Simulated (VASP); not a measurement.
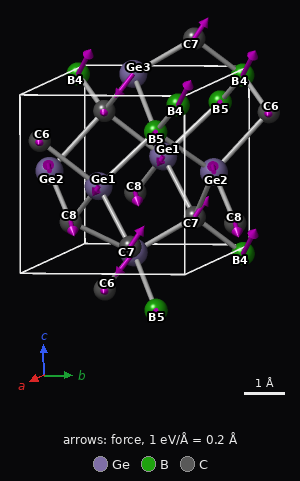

Starting geometry of solid Ge3B2C3 (a generated structure, set up in P1) with the computed forces as purple arrows. Style: ball-and-stick. Shown: the cell of the calculation, slightly off an axis.

The run lets cell and atoms move.

The calculation used VASP 6.6.1, Kohn-Sham DFT of a periodic cell, PBE, VASP PAW PBE potentials, recommended.

Input
```
PREC = Normal ; ENCUT = 520
EDIFF = 1E-5 ; ISMEAR = 0
SIGMA = 0.15 ; LREAL = Auto
LASPH = True ; NELM = 80
ALGO = Fast ; ISIF = 3
LWAVE = False ; LCHARG = False
GGA = PE ; IBRION = 2
NSW = 110 ; EDIFFG = -0.03
ISYM = 0 ; KPAR = 2
```

Launched with:
```bash
cat potpaw_PBE.64/Ge_d/POTCAR potpaw_PBE.64/B/POTCAR potpaw_PBE.64/C/POTCAR > POTCAR
mpirun -np 2 vasp_std > vasp.out
```

**What follows when this structure is relaxed?**

It isn't relaxed: the largest force vector, on B4, is 5.28 eV/Å. The final displacements follow the starting forces only in part (cosine between the two patterns 0.84). The energy falls by 1.919 eV per cell of the calculation in 13 geometry steps. The largest force component goes from 5.2 to 0.025 eV/Å. The pressure goes from 5.44 to −0.07 GPa. B4 moves most relative to the cell: 0.26 Å roughly along [0 1 2]. By element the largest moves are B 0.26 Å, Ge 0.21 Å, C 0.17 Å. Cell: a 4.429 → 4.500 Å (+1.6 %), b 4.510 → 4.462 Å (−1.1 %), c 4.557 → 4.456 Å (−2.2 %), α 86.2° → 88.1°, β 89.6° → 88.6°, γ 87.9° → 88.7°. Volume −1.5 %. Among the contacts that change: B4–C8 2.097 → 1.716 Å, B4–B5 1.530 → 1.766 Å, Ge2–C7 2.210 → 1.977 Å, Ge3–B5 2.307 → 2.093 Å. New bonds form, among them: B4–C8 (2.10 → 1.72 Å). Among the angles between lasting bonds that change: B5–B4–C6 119.2° → 108.7°, B5–Ge3–C6 114.6° → 123.6°, C7–Ge3–C8 126.0° → 118.0°. Within 0.06 Å the space group is P1 at the start and R3m at the end; at a tighter tolerance small leftover displacements or strains of the cell lower it.
